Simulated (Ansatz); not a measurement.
**CH7AlO: nudged elastic band**

- system: CH7AlO
- method: RKS PBE0-D4/6-31G* (Ansatz 0.2.0)

It belongs to a series of runs on one base structure; here: band between the two ends.

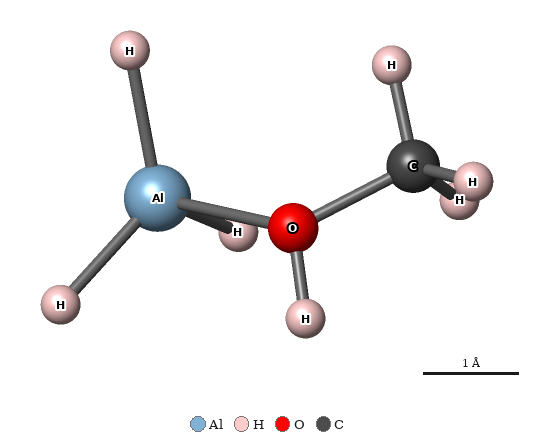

Fig. 1: The structure as given in the input (ball-and-stick view, seen at a tilt). Sticks mark near contacts. Bond lengths as drawn: Al–H 1.60 to 1.61 Å, Al–O 2.01 Å, C–H 1.09 Å, C–O 1.44 Å and H–O 0.97 Å.

## The input
```yaml
crystal:
  periodic: [false, false, false]
  atoms:
    - { symbol: Al, position_ang: [0.065588, -0.079279, 0.019585] }
    - { symbol: H, position_ang: [0.051978, 0.848125, 1.330887] }
    - { symbol: H, position_ang: [1.441644, -0.380412, -0.7466] }
    - { symbol: H, position_ang: [-1.277473, -0.098771, -0.872373] }
    - { symbol: O, position_ang: [-0.174961, -1.831764, 0.973899] }
    - { symbol: C, position_ang: [-0.442078, -2.991845, 0.170727] }
    - { symbol: H, position_ang: [0.369163, -3.04409, -0.556097] }
    - { symbol: H, position_ang: [-0.431022, -3.883513, 0.80238] }
    - { symbol: H, position_ang: [-1.397976, -2.890547, -0.351639] }
    - { symbol: H, position_ang: [-0.839164, -1.746006, 1.67373] }
basis:
  gaussian: { orbitals: "6-31G*" }
hamiltonian:
  xc: pbe0
  dispersion: d4
neb:
  order_check: false
  images: 7
  f_tol: 0.05
  max_iterations: 60
  final_atoms:
    - { symbol: Al, position_ang: [0.24248622, -0.46158259, -0.71423671] }
    - { symbol: H, position_ang: [-0.68890024, -0.17304047, 2.54699733] }
    - { symbol: H, position_ang: [1.50655612, 0.49134715, -0.6801966] }
    - { symbol: H, position_ang: [-1.18066689, -0.09069352, -1.32598917] }
    - { symbol: O, position_ang: [0.45560623, -2.01570376, -0.03903157] }
    - { symbol: C, position_ang: [-0.46900417, -3.06036904, 0.09242794] }
    - { symbol: H, position_ang: [-0.07765201, -3.96839121, -0.38372408] }
    - { symbol: H, position_ang: [-0.63715979, -3.28349121, 1.15444751] }
    - { symbol: H, position_ang: [-1.44358977, -2.82930705, -0.36440538] }
    - { symbol: H, position_ang: [-0.3419767, -0.7068703, 2.15820971] }
  initial_path:
    images:
      - { positions_ang: [[0.065588, -0.079279, 0.019585], [0.051978, 0.848125, 1.330887], [1.441644, -0.380412, -0.7466], [-1.277473, -0.098771, -0.872373], [-0.174961, -1.831764, 0.973899], [-0.442078, -2.991845, 0.170727], [0.369163, -3.04409, -0.556097], [-0.431022, -3.883513, 0.80238], [-1.397976, -2.890547, -0.351639], [-0.839164, -1.746006, 1.67373]] }
      - { positions_ang: [[0.01146274, -0.05930706, -0.00880451], [0.00374293, 0.66376756, 1.45137171], [1.37879387, -0.26538938, -0.7816616], [-1.33315397, -0.11617188, -0.86890103], [-0.10098115, -1.85232046, 0.89846077], [-0.43886259, -3.01869703, 0.15716926], [0.36084561, -3.2589143, -0.38522876], [-0.65012243, -3.76683247, 0.78092974], [-1.2351911, -2.89429277, -0.49604613], [-0.63083492, -1.52994421, 1.69720954]] }
      - { positions_ang: [[-0.04266251, -0.03933512, -0.03719401], [-0.04449213, 0.47941011, 1.57185643], [1.31594375, -0.15036675, -0.81672319], [-1.38883493, -0.13357276, -0.86542907], [-0.0270013, -1.87287693, 0.82302254], [-0.43564718, -3.04554906, 0.14361151], [0.35252821, -3.47373861, -0.21436052], [-0.86922286, -3.65015194, 0.75947947], [-1.0724062, -2.89803854, -0.64045325], [-0.42250584, -1.31388242, 1.72068909]] }
      - { positions_ang: [[-0.09678777, -0.01936318, -0.06558352], [-0.0927272, 0.29505267, 1.69234114], [1.25309362, -0.03534413, -0.85178479], [-1.4445159, -0.15097364, -0.8619571], [0.04697855, -1.89343339, 0.74758431], [-0.43243178, -3.07240108, 0.13005377], [0.34421082, -3.68856291, -0.04349228], [-1.08832329, -3.53347141, 0.73802921], [-0.9096213, -2.9017843, -0.78486038], [-0.21417676, -1.09782062, 1.74416863]] }
      - { positions_ang: [[-0.15091302, 0.00060876, -0.09397302], [-0.14096226, 0.11069522, 1.81282585], [1.19024349, 0.0796785, -0.88684639], [-1.50019687, -0.16837452, -0.85848513], [0.1209584, -1.91398985, 0.67214608], [-0.42921637, -3.09925311, 0.11649603], [0.33589342, -3.90338722, 0.12737596], [-1.30742372, -3.41679088, 0.71657895], [-0.7468364, -2.90553007, -0.9292675], [-0.00584768, -0.88175883, 1.76764818]] }
      - { positions_ang: [[-0.05256321, -0.11493908, -0.24903894], [-0.27794676, 0.0397613, 1.99636872], [1.26932165, 0.18259566, -0.83518394], [-1.42031437, -0.14895427, -0.97536114], [0.20462036, -1.93941833, 0.49435167], [-0.43916332, -3.08953209, 0.11047901], [0.23250706, -3.91963822, -0.00039905], [-1.13985773, -3.38346596, 0.82604609], [-0.92102474, -2.88647432, -0.78805197], [-0.08987993, -0.8380367, 1.86528856]] }
      - { positions_ang: [[0.0457866, -0.23048691, -0.40410487], [-0.41493125, -0.03117262, 2.17991159], [1.3483998, 0.28551282, -0.78352149], [-1.34043188, -0.12953402, -1.09223715], [0.28828232, -1.96484681, 0.31655726], [-0.44911027, -3.07981107, 0.10446199], [0.12912071, -3.93588921, -0.12817406], [-0.97229175, -3.35014104, 0.93551323], [-1.09521308, -2.86741856, -0.64683644], [-0.17391219, -0.79431457, 1.96292894]] }
      - { positions_ang: [[0.14413641, -0.34603475, -0.55917079], [-0.55191574, -0.10210655, 2.36345446], [1.42747796, 0.38842999, -0.73185905], [-1.26054939, -0.11011377, -1.20911316], [0.37194427, -1.99027528, 0.13876284], [-0.45905722, -3.07009006, 0.09844496], [0.02573435, -3.95214021, -0.25594907], [-0.80472577, -3.31681613, 1.04498037], [-1.26940142, -2.8483628, -0.50562091], [-0.25794444, -0.75059243, 2.06056932]] }
      - { positions_ang: [[0.24248622, -0.46158259, -0.71423671], [-0.68890024, -0.17304047, 2.54699733], [1.50655612, 0.49134715, -0.6801966], [-1.18066689, -0.09069352, -1.32598917], [0.45560623, -2.01570376, -0.03903157], [-0.46900417, -3.06036904, 0.09242794], [-0.07765201, -3.96839121, -0.38372408], [-0.63715979, -3.28349121, 1.15444751], [-1.44358977, -2.82930705, -0.36440538], [-0.3419767, -0.7068703, 2.15820971]] }
```

Launched with:
```bash
ansatz run input.yaml --threads 1 --pin off --max-ram 2048MiB --backend cpu --events-out ev --progress --plain --runs-dir out
```

## The program's output
```
Engine: ansatz 0.2.0, x86_64-unknown-linux-gnu
Functional definition: PBE0
  parameter a = 0.25
  parameter kappa = 0.804
  parameter beta = 0.06672455060314922
  exchange = (1 - a)*pbe_x(kappa = kappa, mu = beta*pi^2/3) + a*exact_x
  correlation = pbe_c(beta = beta)
716 factors; integrals over basis functions are off by at most 4.8e-4 eV
mean field evaluation 1: about -9784.9180 eV, gradient 3.4e1 eV
mean field evaluation 2: about -9784.3867 eV, gradient 4.0e1 eV
mean field evaluation 4: about -9787.2336 eV, gradient 1.6e0 eV
mean field evaluation 8: about -9787.2500 eV, gradient 2.3e-2 eV
mean field -9787.24998858 eV, -359.6748030441 hartree, gradient 1.1e-5 eV, S^2 0.000000; 0 other end points of the search recorded, 0 dependent functions left out
the calculation of the forces begins
reference -9787.25002161 eV, -359.6748042577 hartree; 17, 17 occupied and 46, 46 virtual orbitals, 716 factors
716 factors; integrals over basis functions are off by at most 7.9e-4 eV
mean field evaluation 16: about -9769.2962 eV, gradient 9.4e1 eV
mean field -9787.38104405 eV, -359.6796192438 hartree, gradient 1.6e-5 eV, S^2 0.000000; 0 other end points of the search recorded, 0 dependent functions left out
[... from here on the field's lines of each further geometry are left out, up to the last ...]
NEB iter   1: max|band force component| = 5.460e0 eV/Å  barrier→ = 2.1126 eV  barrier← = 2.2388 eV  Δτ_max = 0.2000 Å  (209 SCF iters)
NEB iter   2: max|band force component| = 2.994e0 eV/Å  barrier→ = 1.0310 eV  barrier← = 1.1573 eV  Δτ_max = 0.2000 Å  (184 SCF iters)
NEB iter   3: max|band force component| = 2.576e0 eV/Å  barrier→ = 0.7467 eV  barrier← = 0.8729 eV  Δτ_max = 0.1206 Å  (181 SCF iters)
NEB iter   4: max|band force component| = 6.794e-1 eV/Å  barrier→ = 0.7303 eV  barrier← = 0.8565 eV  Δτ_max = 0.1798 Å  (160 SCF iters)
NEB iter   5: max|band force component| = 1.078e0 eV/Å  barrier→ = 0.7058 eV  barrier← = 0.8321 eV  CI = image 4  Δτ_max = 0.1996 Å  (163 SCF iters)
NEB iter   6: max|band force component| = 5.632e-1 eV/Å  barrier→ = 0.8329 eV  barrier← = 0.9592 eV  CI = image 4  Δτ_max = 0.1998 Å  (169 SCF iters)
NEB iter   7: max|band force component| = 3.465e-1 eV/Å  barrier→ = 0.8120 eV  barrier← = 0.9382 eV  CI = image 4  Δτ_max = 0.1747 Å  (166 SCF iters)
NEB iter   8: max|band force component| = 3.135e-1 eV/Å  barrier→ = 0.8085 eV  barrier← = 0.9348 eV  CI = image 4  Δτ_max = 0.1615 Å  (157 SCF iters)
NEB iter   9: max|band force component| = 3.155e-1 eV/Å  barrier→ = 0.7951 eV  barrier← = 0.9214 eV  CI = image 4  Δτ_max = 0.0809 Å  (155 SCF iters)
NEB iter  10: max|band force component| = 2.242e-1 eV/Å  barrier→ = 0.7907 eV  barrier← = 0.9170 eV  CI = image 4  Δτ_max = 0.0682 Å  (155 SCF iters)
NEB iter  11: max|band force component| = 1.236e-1 eV/Å  barrier→ = 0.7855 eV  barrier← = 0.9118 eV  CI = image 4  Δτ_max = 0.0577 Å  (158 SCF iters)
NEB iter  12: max|band force component| = 1.330e-1 eV/Å  barrier→ = 0.7831 eV  barrier← = 0.9094 eV  CI = image 4  Δτ_max = 0.0289 Å  (153 SCF iters)
NEB iter  13: max|band force component| = 9.417e-2 eV/Å  barrier→ = 0.7818 eV  barrier← = 0.9080 eV  CI = image 4  Δτ_max = 0.0289 Å  (152 SCF iters)
NEB iter  14: max|band force component| = 4.520e-2 eV/Å  barrier→ = 0.7807 eV  barrier← = 0.9070 eV  CI = image 4  Δτ_max = 0.0402 Å  (147 SCF iters)
the calculation of the forces begins
reference -9787.38163716 eV, -359.6796410402 hartree; 17, 17 occupied and 46, 46 virtual orbitals, 716 factors
716 factors; integrals over basis functions are off by at most 4.6e-4 eV
mean field -9786.46773727 eV, -359.6460558386 hartree, gradient 6.1e-5 eV, S^2 0.000000; 1 other end points of the search recorded, 0 dependent functions left out
the calculation of the forces begins
reference -9786.46776852 eV, -359.6460569868 hartree; 17, 17 occupied and 46, 46 virtual orbitals, 716 factors
NEB iter  15: max|band force component| = 4.563e-2 eV/Å  barrier→ = 0.7798 eV  barrier← = 0.9061 eV  CI = image 4  Δτ_max = 0.0000 Å  (189 SCF iters)
```

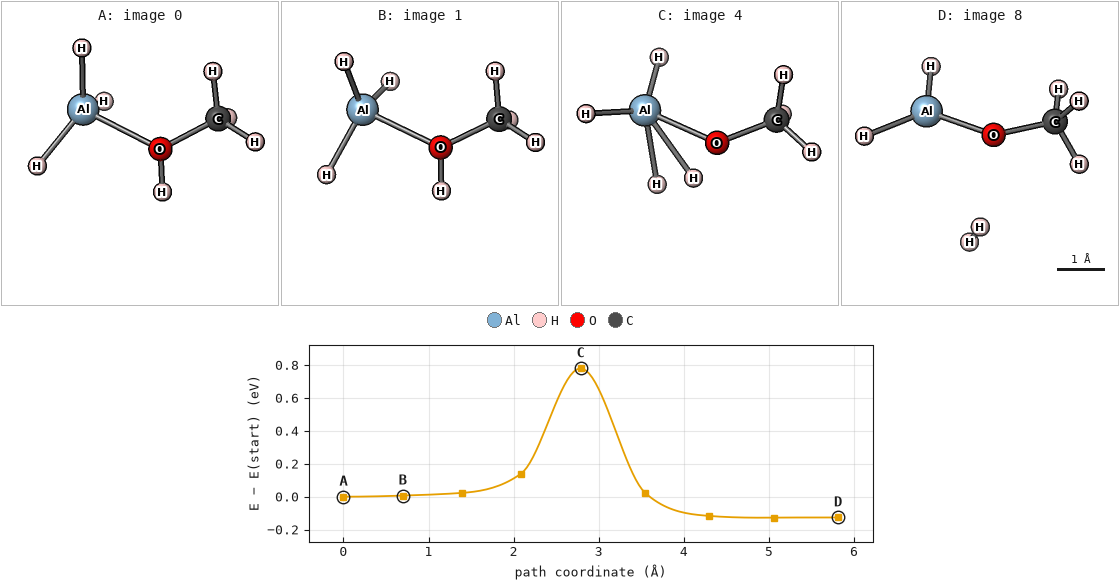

Fig. 2: Images of the last band (counted from 0; ball-and-stick, seen on its broad side) above the energy along the path; the line is a cubic interpolation that uses the forces. The highest image is number 4, 0.780 eV above the start and 0.906 eV above the end (the climbing image); the end lies 0.126 eV below the start. The path is 5.81 Å long. The band converged in 15 iterations.

```
Total energy: -9786.58787813 eV, -359.6504709336 hartree
Atom 0 at     0.147479    -0.270723    -0.206320 Å, force     0.001227     0.001344    -0.001563 eV/Å
Atom 1 at    -0.630773    -0.074010     1.402254 Å, force    -0.003605    -0.001305     0.001995 eV/Å
Atom 2 at     1.497540     0.558863    -0.251448 Å, force    -0.001743    -0.000425    -0.001311 eV/Å
Atom 3 at    -0.978947    -0.275535    -1.329952 Å, force     0.002165    -0.001517    -0.000414 eV/Å
Atom 4 at     0.290390    -1.926394     0.652863 Å, force     0.015499     0.004023     0.010313 eV/Å
Atom 5 at    -0.507036    -3.037593     0.281406 Å, force    -0.013658    -0.016272    -0.005847 eV/Å
Atom 6 at    -0.145452    -3.447636    -0.667675 Å, force    -0.002961     0.002462    -0.001194 eV/Å
Atom 7 at    -0.428283    -3.810367     1.052171 Å, force     0.001677     0.003869    -0.004609 eV/Å
Atom 8 at    -1.563000    -2.759191     0.159609 Å, force     0.002304    -0.001293     0.002260 eV/Å
Atom 9 at    -0.316219    -1.055516     1.351590 Å, force    -0.000905     0.009114     0.000369 eV/Å
Dipole moment:    -0.201111    -0.355258     0.001578 e Å
this run last wrote the band of iteration 15 to [file]; this run last wrote the band within `neb.f_tol` of iteration 14 to [file]
```

## The last band as extended XYZ (Å, eV, eV/Å)
```
10
Properties=species:S:1:pos:R:3:forces:R:3 image=0 energy=-9787.36765
Al    0.0656   -0.0793    0.0196    0.0049   0.0127  -0.0078
H     0.0520    0.8481    1.3309   -0.0011  -0.0045   0.0010
H     1.4416   -0.3804   -0.7466   -0.0011  -0.0050   0.0035
H    -1.2775   -0.0988   -0.8724   -0.0016  -0.0036   0.0026
O    -0.1750   -1.8318    0.9739   -0.0093   0.0019   0.0044
C    -0.4421   -2.9918    0.1707    0.0000  -0.0066  -0.0121
H     0.3692   -3.0441   -0.5561   -0.0060   0.0029   0.0086
H    -0.4310   -3.8835    0.8024    0.0005   0.0039  -0.0022
H    -1.3980   -2.8905   -0.3516    0.0070   0.0012   0.0073
H    -0.8392   -1.7460    1.6737    0.0066  -0.0028  -0.0052
10
Properties=species:S:1:pos:R:3:forces:R:3 image=1 energy=-9787.36095
Al    0.0940   -0.0757   -0.0175   -0.0006  -0.0007   0.0013
H    -0.2065    0.7843    1.3096    0.0059   0.0035   0.0007
H     1.5840   -0.1318   -0.6022   -0.0013  -0.0066  -0.0044
H    -1.1150   -0.2506   -1.0675   -0.0045   0.0023   0.0038
O    -0.0595   -1.8523    0.9189   -0.0016   0.0026   0.0028
C    -0.5173   -2.9995    0.1882    0.0012  -0.0025  -0.0014
H     0.1428   -3.0923   -0.6741    0.0051   0.0022   0.0012
H    -0.4300   -3.8898    0.8160    0.0021   0.0002  -0.0006
H    -1.5462   -2.8570   -0.1532    0.0019  -0.0020  -0.0045
H    -0.5806   -1.7333    1.7262   -0.0081   0.0010   0.0011
10
Properties=species:S:1:pos:R:3:forces:R:3 image=2 energy=-9787.34455
Al    0.0830   -0.0706   -0.0695   -0.0021   0.0015   0.0018
H    -0.4863    0.6600    1.2520    0.0051   0.0245  -0.0049
H     1.6160    0.1690   -0.4621    0.0007  -0.0151  -0.0080
H    -0.9637   -0.3834   -1.2499   -0.0032  -0.0081   0.0059
O     0.0848   -1.8799    0.8329   -0.0092   0.0013   0.0113
C    -0.5627   -3.0094    0.2282    0.0004   0.0017  -0.0032
H    -0.0500   -3.1898   -0.7159    0.0064   0.0142  -0.0031
H    -0.4526   -3.8795    0.8803    0.0042  -0.0046  -0.0115
H    -1.6176   -2.7955    0.0352    0.0021  -0.0071  -0.0041
H    -0.2854   -1.7189    1.7133   -0.0044  -0.0085   0.0157
10
Properties=species:S:1:pos:R:3:forces:R:3 image=3 energy=-9787.22678
Al    0.0568   -0.0773   -0.1240   -0.0596   0.1219   0.0543
H    -0.6354    0.2846    1.3103   -0.0268   0.2238  -0.0670
H     1.5390    0.4710   -0.3466    0.0101  -0.0403  -0.0583
H    -0.9478   -0.3047   -1.3507    0.0239  -0.0510  -0.0250
O     0.2288   -1.9115    0.6985   -0.0209   0.0518   0.0529
C    -0.5412   -3.0437    0.2740   -0.0356  -0.0364  -0.0115
H    -0.1034   -3.3994   -0.6585    0.0299   0.0524   0.0004
H    -0.4704   -3.8259    1.0341   -0.0072  -0.0137  -0.0222
H    -1.5857   -2.7653    0.1054   -0.0042  -0.0033  -0.0178
H    -0.1752   -1.5259    1.5022    0.0902  -0.3052   0.0943
10
Properties=species:S:1:pos:R:3:forces:R:3 image=4 energy=-9786.58785
Al    0.1475   -0.2707   -0.2063    0.0012   0.0013  -0.0016
H    -0.6308   -0.0740    1.4023   -0.0036  -0.0013   0.0020
H     1.4975    0.5589   -0.2514   -0.0017  -0.0004  -0.0013
H    -0.9789   -0.2755   -1.3300    0.0022  -0.0015  -0.0004
O     0.2904   -1.9264    0.6529    0.0155   0.0040   0.0103
C    -0.5070   -3.0376    0.2814   -0.0137  -0.0163  -0.0058
H    -0.1455   -3.4476   -0.6677   -0.0030   0.0025  -0.0012
H    -0.4283   -3.8104    1.0522    0.0017   0.0039  -0.0046
H    -1.5630   -2.7592    0.1596    0.0023  -0.0013   0.0023
H    -0.3162   -1.0555    1.3516   -0.0009   0.0091   0.0004
10
Properties=species:S:1:pos:R:3:forces:R:3 image=5 energy=-9787.34497
Al    0.2579   -0.4688   -0.3551    0.0902  -0.1573  -0.0859
H    -0.7077    0.0233    1.6168   -0.0911   0.0783   0.1329
H     1.4740    0.5370   -0.2206   -0.0138  -0.0078   0.0452
H    -1.0443   -0.1960   -1.2302   -0.0084   0.0229   0.0356
O     0.4550   -2.0400    0.3381    0.1245  -0.0330  -0.2117
C    -0.4652   -3.0882    0.2009   -0.0015  -0.0755  -0.0471
H    -0.2561   -3.6604   -0.7108   -0.0649  -0.1233  -0.0259
H    -0.3834   -3.7720    1.0558    0.0288   0.0254  -0.0070
H    -1.5122   -2.7439    0.1477    0.0501   0.0166  -0.0033
H    -0.4524   -0.6890    1.6018   -0.1138   0.2537   0.1673
10
Properties=species:S:1:pos:R:3:forces:R:3 image=6 energy=-9787.48464
Al    0.2615   -0.5117   -0.4773    0.0049  -0.0010   0.0228
H    -0.7578    0.2116    1.9057   -0.0110   0.0250   0.0200
H     1.5092    0.4558   -0.3525    0.0022  -0.0025  -0.0114
H    -1.1525   -0.1103   -1.0890   -0.0038   0.0040  -0.0040
O     0.4963   -2.1187    0.0565    0.0165   0.0126  -0.0403
C    -0.4385   -3.1609    0.0971   -0.0232  -0.0367   0.0066
H    -0.2265   -3.8994   -0.6874    0.0057  -0.0085   0.0085
H    -0.3782   -3.6748    1.0654   -0.0087   0.0049  -0.0050
H    -1.4752   -2.8140   -0.0383    0.0165  -0.0042  -0.0128
H    -0.4727   -0.4756    1.9643    0.0009   0.0066   0.0156
10
Properties=species:S:1:pos:R:3:forces:R:3 image=7 energy=-9787.49479
Al    0.1967   -0.5018   -0.5432   -0.0004   0.0015   0.0066
H    -0.6022    0.2198    2.2310   -0.0001   0.0009  -0.0034
H     1.4495    0.4650   -0.4800    0.0005   0.0001   0.0006
H    -1.2528   -0.0984   -1.0665    0.0005  -0.0005  -0.0010
O     0.4592   -2.1121   -0.0401   -0.0029  -0.0053  -0.0025
C    -0.4556   -3.1719    0.0238    0.0037   0.0089  -0.0005
H    -0.0577   -4.0418   -0.5135   -0.0009  -0.0026  -0.0036
H    -0.6189   -3.4689    1.0683    0.0014  -0.0039   0.0027
H    -1.4338   -2.9200   -0.4140   -0.0007   0.0006   0.0033
H    -0.3186   -0.4679    2.1787   -0.0012   0.0003  -0.0022
10
Properties=species:S:1:pos:R:3:forces:R:3 image=8 energy=-9787.49393
Al    0.2425   -0.4616   -0.7142   -0.0073  -0.0166   0.0138
H    -0.6889   -0.1730    2.5470    0.0148  -0.0249  -0.0163
H     1.5066    0.4913   -0.6802    0.0046   0.0026  -0.0038
H    -1.1807   -0.0907   -1.3260    0.0012  -0.0021  -0.0042
O     0.4556   -2.0157   -0.0390    0.0100   0.0188  -0.0056
C    -0.4690   -3.0604    0.0924   -0.0114  -0.0099  -0.0055
H    -0.0777   -3.9684   -0.3837   -0.0022   0.0043   0.0041
H    -0.6372   -3.2835    1.1544    0.0015   0.0043  -0.0050
H    -1.4436   -2.8293   -0.3644    0.0039   0.0004   0.0032
H    -0.3420   -0.7069    2.1582   -0.0150   0.0231   0.0194
```

## Results in brief

- outcome: converged
- barrier, forward: 0.780 eV
- barrier, backward: 0.906 eV
- hardware: 1 thread of Intel Xeon @ 2.90GHz (Ice Lake), 192 GiB of memory available, shared host
- wall time: 3.9 min
- peak memory: 0.14 GiB

## Notes

The order of the saddle point was not checked.
